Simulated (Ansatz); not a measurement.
# Run report: CuN3H9F3 (charge −1), geometry relaxation (part 1 of 2)

The run: geometry relaxation of CuN3H9F3, charge −1, multiplicity 2. Method and program: UKS B3LYP-D4/def2-SVPD (Ansatz 0.2.0).

The geometry: GFN1-xTB start.

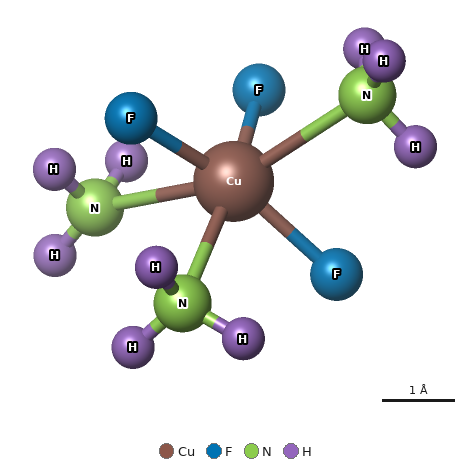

**Figure 1.** The starting structure (ball-and-stick view, seen at a tilt). Sticks mark near contacts.

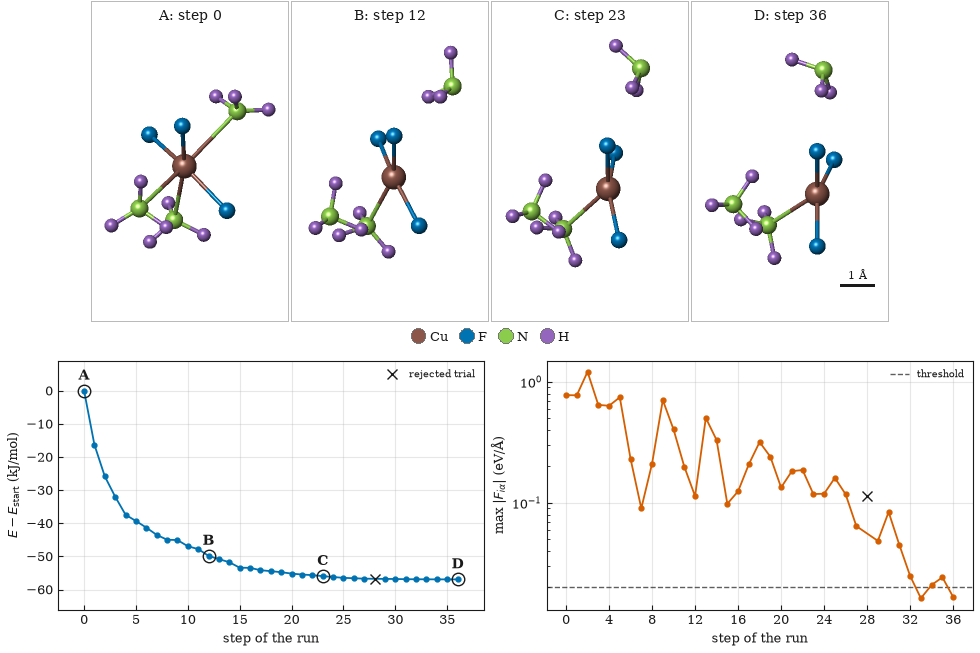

**Figure 2.** Frames of the relaxation (ball-and-stick view, seen at an oblique angle) above the curves, on which the letters mark them (the first geometry is step 0 here and step 1 in the log).

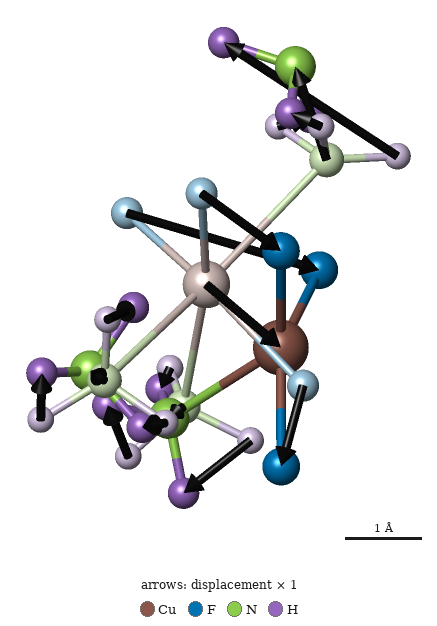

**Figure 3.** Start (faint) and end (solid) with the displacements as black arrows, at true length (ball-and-stick view, seen at an oblique angle). The two geometries are laid on each other by the best rigid fit. After 36 geometry steps the energy has fallen by 56.9 kJ/mol. The largest force component goes from 0.78 to 0.017 eV/Å. The line search rejected the trial step at point 28 (counted from 0) and went back. The atom that moves furthest after the best rigid fit is H15 (2.79 Å). By element the largest moves are H 2.79 Å, F 2.71 Å, N 1.33 Å, Cu 1.33 Å. Distances before and after: Cu1–N7 2.424 → 3.755 Å, Cu1–N6 2.473 → 3.042 Å, Cu1–N5 2.281 → 2.098 Å, Cu1–F3 1.947 → 1.880 Å. Among the angles that change: F4–Cu1–N5 167.7° → 134.6°, Cu1–N5–H9 116.1° → 100.1°, F3–Cu1–N5 78.9° → 90.7°. (Atoms are counted from 1 in the order of the input.)

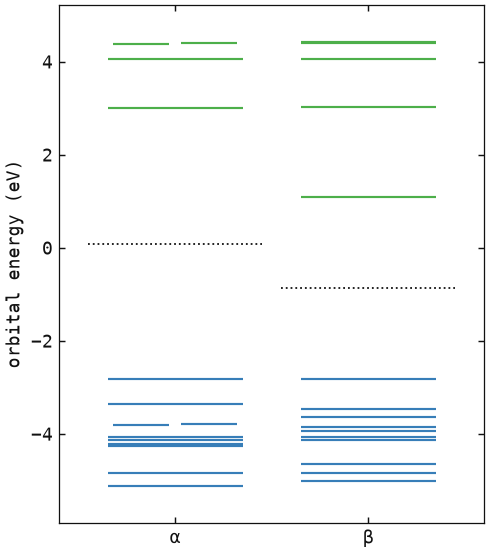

**Figure 4.** Orbital energies near the frontier for α and β spins; the dotted line parts filled from empty levels, and levels within 0.02 eV of each other stand side by side. α: highest filled −2.83 eV, lowest empty 3.01 eV, 5.84 eV apart; β: highest filled −2.82 eV, lowest empty 1.08 eV, 3.90 eV apart.

The input and output of the run follow.

Input
```yaml
crystal:
  periodic: [false, false, false]
  atoms:
    - {symbol: Cu, position_ang: [0.249850, -0.084500, -0.090490]}
    - {symbol: F, position_ang: [-0.116750, 0.238690, 1.802930]}
    - {symbol: F, position_ang: [-0.188480, -0.719950, -1.878070]}
    - {symbol: F, position_ang: [2.187240, 0.079620, -0.175640]}
    - {symbol: N, position_ang: [-2.013470, 0.195080, -0.114200]}
    - {symbol: N, position_ang: [0.564900, 2.364460, 0.044360]}
    - {symbol: N, position_ang: [0.859950, -2.422830, 0.102410]}
    - {symbol: H, position_ang: [-2.322160, -0.456200, -0.812210]}
    - {symbol: H, position_ang: [-2.342160, 1.122540, -0.307360]}
    - {symbol: H, position_ang: [-2.266820, -0.094280, 0.812580]}
    - {symbol: H, position_ang: [0.303980, 3.266420, -0.317460]}
    - {symbol: H, position_ang: [1.547390, 2.191470, -0.099020]}
    - {symbol: H, position_ang: [0.386260, 2.306080, 1.034060]}
    - {symbol: H, position_ang: [0.644290, -2.632660, -0.857850]}
    - {symbol: H, position_ang: [0.680440, -3.211620, 0.699380]}
    - {symbol: H, position_ang: [1.825530, -2.142320, 0.156580]}
basis:
  gaussian: {orbitals: def2-SVPD}
total_charge: -1
magnetization: {spin_polarized: true, initial_magnetization: 1}
hamiltonian: {xc: {name: B3LYP}, dispersion: d4}
scf: {lower_state_search: "off"}
output: {orbitals: {seedname: orbitals}}
relax: {f_tol: 0.02, max_steps: 100}
```

Launched with:
```bash
ansatz run in.yaml --threads 4 --pin off --events-out ev --progress --plain --max-ram 4787MiB
```

Log
```
Functional definition: B3LYP
  name "B3LYP"
  cite "Stephens, Devlin, Chabalowski & Frisch, J. Phys. Chem. 98, 11623 (1994) doi:10.1021/j100096a001"
  cite "Becke, Phys. Rev. A 38, 3098 (1988) doi:10.1103/PhysRevA.38.3098"
  cite "Lee, Yang & Parr, Phys. Rev. B 37, 785 (1988) doi:10.1103/PhysRevB.37.785"
  cite "Vosko, Wilk & Nusair, Can. J. Phys. 58, 1200 (1980) doi:10.1139/p80-159"
  parameter a0 = 0.2
  parameter ax = 0.72
  parameter ac = 0.81
  exchange = (1 - a0 - ax)*slater_x + ax*b88_x + a0*exact_x
  correlation = (1 - ac)*vwn_rpa_c + ac*lyp_c
these checks for a lower state are left out or cut short: stability, starts, cluster_reference, orbital_swaps, neighbouring_geometries, increment
2109 factors; their error is unknown
mean field evaluation 1: about -57385.2556 eV, gradient 6.4e1 eV
mean field evaluation 2: about -57346.0522 eV, gradient 1.2e2 eV
mean field evaluation 4: about -57399.3458 eV, gradient 4.2e0 eV
mean field evaluation 8: about -57399.4252 eV, gradient 2.0e-1 eV
mean field evaluation 16: about -57399.5777 eV, gradient 4.3e-3 eV
mean field evaluation 32: about -57399.5777 eV, gradient 3.7e-6 eV
mean field -57399.57774223 eV, -2109.3955751958 hartree, gradient 2.6e-6 eV, S^2 0.751642; 0 other end points of the search recorded, 0 dependent functions left out
the calculation of the forces begins
reference -57399.57808638 eV, -2109.3955878432 hartree; 44, 43 occupied and 191, 192 virtual orbitals, 2109 factors
relax step   1: F+E_penalty+E_count = -57400.09871953 eV  Δ(F+E_penalty+E_count) = +0.000e0 eV  max|allowed force component| = 7.777e-1 eV/Å  Δτ_max = 0.0000 Å  (29 SCF iters, accepted)
these checks for a lower state are left out or cut short: stability, starts, cluster_reference, orbital_swaps, neighbouring_geometries, increment
2109 factors; their error is unknown
mean field -57399.74666192 eV, -2109.4017828800 hartree, gradient 2.3e-6 eV, S^2 0.751715; 0 other end points of the search recorded, 0 dependent functions left out
[... from here on the field's lines of each further geometry are left out, up to the last ...]
relax step   2: F+E_penalty+E_count = -57400.26812296 eV  Δ(F+E_penalty+E_count) = -1.694e-1 eV  max|allowed force component| = 7.753e-1 eV/Å  Δτ_max = 0.1938 Å  (36 SCF iters, accepted)
relax step   3: F+E_penalty+E_count = -57400.36684686 eV  Δ(F+E_penalty+E_count) = -9.872e-2 eV  max|allowed force component| = 1.212e0 eV/Å  Δτ_max = 0.1949 Å  (35 SCF iters, accepted)
relax step   4: F+E_penalty+E_count = -57400.43033985 eV  Δ(F+E_penalty+E_count) = -6.349e-2 eV  max|allowed force component| = 6.461e-1 eV/Å  Δτ_max = 0.2000 Å  (37 SCF iters, accepted)
relax step   5: F+E_penalty+E_count = -57400.48674417 eV  Δ(F+E_penalty+E_count) = -5.640e-2 eV  max|allowed force component| = 6.352e-1 eV/Å  Δτ_max = 0.2000 Å  (35 SCF iters, accepted)
relax step   6: F+E_penalty+E_count = -57400.50632788 eV  Δ(F+E_penalty+E_count) = -1.958e-2 eV  max|allowed force component| = 7.464e-1 eV/Å  Δτ_max = 0.1401 Å  (35 SCF iters, accepted)
relax step   7: F+E_penalty+E_count = -57400.52697769 eV  Δ(F+E_penalty+E_count) = -2.065e-2 eV  max|allowed force component| = 2.317e-1 eV/Å  Δτ_max = 0.2000 Å  (35 SCF iters, accepted)
relax step   8: F+E_penalty+E_count = -57400.54970478 eV  Δ(F+E_penalty+E_count) = -2.273e-2 eV  max|allowed force component| = 9.019e-2 eV/Å  Δτ_max = 0.2000 Å  (36 SCF iters, accepted)
relax step   9: F+E_penalty+E_count = -57400.56486143 eV  Δ(F+E_penalty+E_count) = -1.516e-2 eV  max|allowed force component| = 2.109e-1 eV/Å  Δτ_max = 0.2000 Å  (32 SCF iters, accepted)
relax step  10: F+E_penalty+E_count = -57400.56587312 eV  Δ(F+E_penalty+E_count) = -1.012e-3 eV  max|allowed force component| = 7.075e-1 eV/Å  Δτ_max = 0.1910 Å  (31 SCF iters, accepted)
relax step  11: F+E_penalty+E_count = -57400.58521551 eV  Δ(F+E_penalty+E_count) = -1.934e-2 eV  max|allowed force component| = 4.045e-1 eV/Å  Δτ_max = 0.1337 Å  (32 SCF iters, accepted)
relax step  12: F+E_penalty+E_count = -57400.59418697 eV  Δ(F+E_penalty+E_count) = -8.971e-3 eV  max|allowed force component| = 1.993e-1 eV/Å  Δτ_max = 0.1773 Å  (34 SCF iters, accepted)
relax step  13: F+E_penalty+E_count = -57400.61530563 eV  Δ(F+E_penalty+E_count) = -2.112e-2 eV  max|allowed force component| = 1.138e-1 eV/Å  Δτ_max = 0.2000 Å  (36 SCF iters, accepted)
relax step  14: F+E_penalty+E_count = -57400.62559780 eV  Δ(F+E_penalty+E_count) = -1.029e-2 eV  max|allowed force component| = 5.041e-1 eV/Å  Δτ_max = 0.1951 Å  (32 SCF iters, accepted)
relax step  15: F+E_penalty+E_count = -57400.63520334 eV  Δ(F+E_penalty+E_count) = -9.606e-3 eV  max|allowed force component| = 3.312e-1 eV/Å  Δτ_max = 0.1019 Å  (33 SCF iters, accepted)
relax step  16: F+E_penalty+E_count = -57400.65243217 eV  Δ(F+E_penalty+E_count) = -1.723e-2 eV  max|allowed force component| = 9.835e-2 eV/Å  Δτ_max = 0.1999 Å  (35 SCF iters, accepted)
relax step  17: F+E_penalty+E_count = -57400.65276437 eV  Δ(F+E_penalty+E_count) = -3.322e-4 eV  max|allowed force component| = 1.246e-1 eV/Å  Δτ_max = 0.0565 Å  (31 SCF iters, accepted)
relax step  18: F+E_penalty+E_count = -57400.66023370 eV  Δ(F+E_penalty+E_count) = -7.469e-3 eV  max|allowed force component| = 2.085e-1 eV/Å  Δτ_max = 0.1955 Å  (35 SCF iters, accepted)
relax step  19: F+E_penalty+E_count = -57400.66313598 eV  Δ(F+E_penalty+E_count) = -2.902e-3 eV  max|allowed force component| = 3.183e-1 eV/Å  Δτ_max = 0.1055 Å  (36 SCF iters, accepted)
relax step  20: F+E_penalty+E_count = -57400.66643641 eV  Δ(F+E_penalty+E_count) = -3.300e-3 eV  max|allowed force component| = 2.409e-1 eV/Å  Δτ_max = 0.0452 Å  (33 SCF iters, accepted)
relax step  21: F+E_penalty+E_count = -57400.67077988 eV  Δ(F+E_penalty+E_count) = -4.343e-3 eV  max|allowed force component| = 1.341e-1 eV/Å  Δτ_max = 0.0765 Å  (38 SCF iters, accepted)
relax step  22: F+E_penalty+E_count = -57400.67369603 eV  Δ(F+E_penalty+E_count) = -2.916e-3 eV  max|allowed force component| = 1.829e-1 eV/Å  Δτ_max = 0.1325 Å  (36 SCF iters, accepted)
relax step  23: F+E_penalty+E_count = -57400.67568884 eV  Δ(F+E_penalty+E_count) = -1.993e-3 eV  max|allowed force component| = 1.871e-1 eV/Å  Δτ_max = 0.0817 Å  (37 SCF iters, accepted)
relax step  24: F+E_penalty+E_count = -57400.67871010 eV  Δ(F+E_penalty+E_count) = -3.021e-3 eV  max|allowed force component| = 1.183e-1 eV/Å  Δτ_max = 0.0925 Å  (37 SCF iters, accepted)
relax step  25: F+E_penalty+E_count = -57400.68147944 eV  Δ(F+E_penalty+E_count) = -2.769e-3 eV  max|allowed force component| = 1.191e-1 eV/Å  Δτ_max = 0.0957 Å  (38 SCF iters, accepted)
relax step  26: F+E_penalty+E_count = -57400.68410843 eV  Δ(F+E_penalty+E_count) = -2.629e-3 eV  max|allowed force component| = 1.610e-1 eV/Å  Δτ_max = 0.1692 Å  (37 SCF iters, accepted)
relax step  27: F+E_penalty+E_count = -57400.68532295 eV  Δ(F+E_penalty+E_count) = -1.215e-3 eV  max|allowed force component| = 1.180e-1 eV/Å  Δτ_max = 0.0552 Å  (29 SCF iters, accepted)
relax step  28: F+E_penalty+E_count = -57400.68668693 eV  Δ(F+E_penalty+E_count) = -1.364e-3 eV  max|allowed force component| = 6.425e-2 eV/Å  Δτ_max = 0.0783 Å  (36 SCF iters, accepted)
relax step  29: F+E_penalty+E_count = -57400.68630748 eV  Δ(F+E_penalty+E_count) = +3.794e-4 eV  max|allowed force component| = 1.144e-1 eV/Å  Δτ_max = 0.1762 Å  (37 SCF iters, rejected (line search))
relax step  30: F+E_penalty+E_count = -57400.68737387 eV  Δ(F+E_penalty+E_count) = -6.869e-4 eV  max|allowed force component| = 4.853e-2 eV/Å  Δτ_max = 0.0867 Å  (32 SCF iters, accepted)
relax step  31: F+E_penalty+E_count = -57400.68771009 eV  Δ(F+E_penalty+E_count) = -3.362e-4 eV  max|allowed force component| = 8.404e-2 eV/Å  Δτ_max = 0.0974 Å  (36 SCF iters, accepted)
relax step  32: F+E_penalty+E_count = -57400.68836362 eV  Δ(F+E_penalty+E_count) = -6.535e-4 eV  max|allowed force component| = 4.490e-2 eV/Å  Δτ_max = 0.0268 Å  (33 SCF iters, accepted)
relax step  33: F+E_penalty+E_count = -57400.68854156 eV  Δ(F+E_penalty+E_count) = -1.779e-4 eV  max|allowed force component| = 2.490e-2 eV/Å  Δτ_max = 0.0090 Å  (35 SCF iters, accepted)
relax step  34: F+E_penalty+E_count = -57400.68868347 eV  Δ(F+E_penalty+E_count) = -1.419e-4 eV  max|allowed force component| = 1.628e-2 eV/Å  Δτ_max = 0.0248 Å  (34 SCF iters, accepted)
relax step  35: F+E_penalty+E_count = -57400.68886167 eV  Δ(F+E_penalty+E_count) = -1.782e-4 eV  max|allowed force component| = 2.099e-2 eV/Å  Δτ_max = 0.0633 Å  (33 SCF iters, accepted)
the calculation of the forces begins
reference -57400.21547723 eV, -2109.4190115248 hartree; 44, 43 occupied and 191, 192 virtual orbitals, 2109 factors
```
